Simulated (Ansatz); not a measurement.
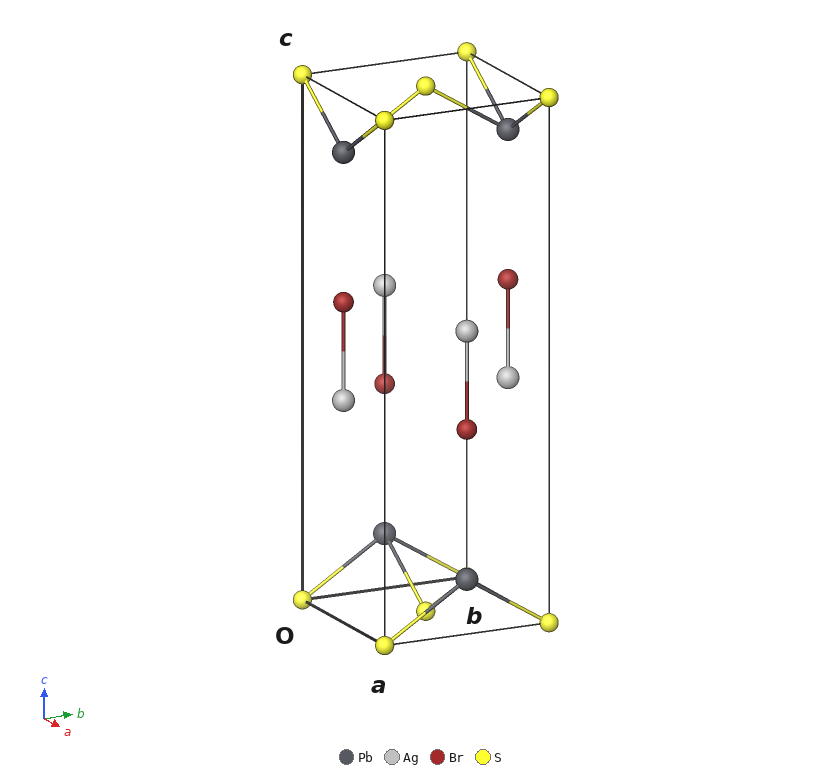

For AgPbSBr, coordinates from a relaxation with DFT, PAW plane waves, pbe (Ansatz); the starting structure was generated, so it need not be a known form of this composition: one unit cell is drawn above. Geometry calculated from the standardised cell; symmetry tolerance 0.002 Å.

```
CELL_PARAMETERS angstrom
4.69710 0.00000 0.00000
0.00000 4.69710 0.00000
0.00000 0.00000 13.96826
ATOMIC_POSITIONS crystal
Pb 0.50000 0.00000 0.89566
Pb 0.00000 0.50000 0.10434
Ag 0.50000 0.00000 0.42316
Ag 0.00000 0.50000 0.57684
Br 0.50000 0.00000 0.61029
Br 0.00000 0.50000 0.38971
S 0.00000 0.00000 0.00000
S 0.50000 0.50000 0.00000
```

What is its point group?

Answer. 4/mmm (D4h), order 16, tetragonal system: one fourfold axis, four twofold axes, five mirror planes, an inversion centre.

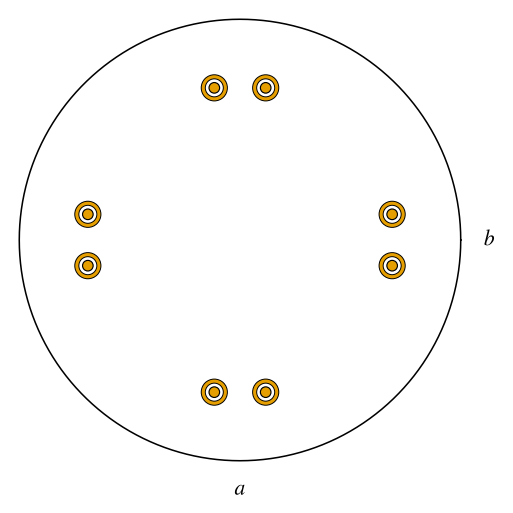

Stereographic projection: filled dots lie in the upper hemisphere, open rings in the lower. The poles are one general form. The c axis points at the viewer.

What does this class allow?

Answer. Class 4/mmm is centrosymmetric, so neither piezoelectric nor pyroelectric; it is not chiral. Its Laue class is 4/mmm.
